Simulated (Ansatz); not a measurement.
**A computed series for TiTe2: pressure series**

The reference is TiTe2 in the CdI2 type structure (space group P-3m1, No. 164; a = 3.697 Å, c = 6.384 Å; layered, stacked along the Cartesian z axis).

Cell and atoms are relaxed at each pressure.

All numbers come from PBE-D3(BJ) (Ansatz, a quantum-chemistry and plane-wave program, PAW, no spin-orbit coupling).

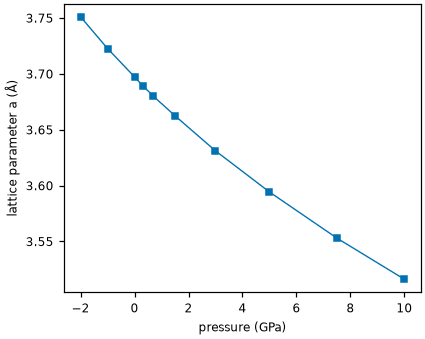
*Lattice parameter a against pressure*

Q: From the plot, what is the lattice parameter a for pressure 3 GPa?

A: About 3.63 Å.

Q: Is the trend monotonic over the range shown?

A: Yes, it falls throughout, spanning 3.516 Å to 3.751 Å.

Load acts through the strain it causes; cell and atoms are relaxed under it. No phonon test of stability was made. No other phases were tried under pressure. The final runs are not spin-polarised.
